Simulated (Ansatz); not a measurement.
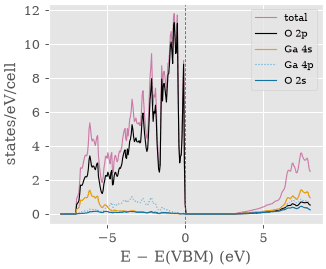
Figure: Total and projected density of states of Ga2O3 in space group C2/m (No. 12; Pearson symbol mS20), the program Ansatz at the r²SCAN level (PAW)

Which orbitals carry the states next to the gap?

Top 1 eV of the valence band: O 2p 96 %. Bottom 1 eV of the conduction band: Ga 4s 50 %, O 2s 29 %, O 2p 11 %, Ga 4p 8 %. Projections are on Löwdin-orthogonalised atomic valence shells; empty p or d shells of many metals are not among them.

Where is the tallest occupied peak in this window, and what makes it?

Near -0.7 eV, about 12 states/eV per cell; the largest projected share is O 2p.

The r²SCAN relaxation kept the symmetry of its start. Scalar-relativistic: spin–orbit coupling is off unless named, which matters more the heavier the elements.

Potentials: the later of the program's two PAW sets.
